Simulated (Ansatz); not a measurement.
Response to strain in Si

Start from Si in the diamond structure (space group Fd-3m, No. 227).

```
Si
1.0
    0.00000     2.72216     2.72216
    2.72216     0.00000     2.72216
    2.72216     2.72216     0.00000
Si
2
Direct
  0.00000   0.00000   0.00000
  0.25000   0.25000   0.25000
```

Cartesian axes are those of the cell as printed.

Strains are applied to the cell and any free atomic positions relax; under biaxial strain the out-of-plane vector relaxes too.

The values are results of r2SCAN (Ansatz, a program for electronic structure; PAW; 500 eV plane waves; spin-orbit coupling left out), not measurements.

Notes on the quantities. energy relative to the base: free energy F.

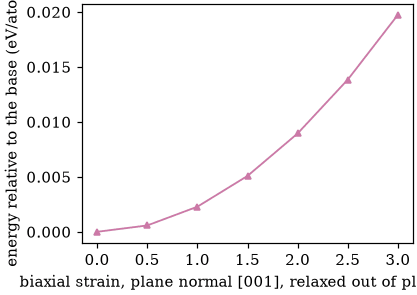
Fig. 1. Energy relative to the base against biaxial strain, plane normal [001], relaxed out of plane

From the plot, what is the energy relative to the base for biaxial strain +0.50 %, plane normal [001], relaxed out of plane?

About 0.001 eV/atom.

Is the trend monotonic over the range shown?

Yes, it rises throughout, spanning 0 meV/atom to +20 meV/atom.

Whether these cells are dynamically stable was not tested.
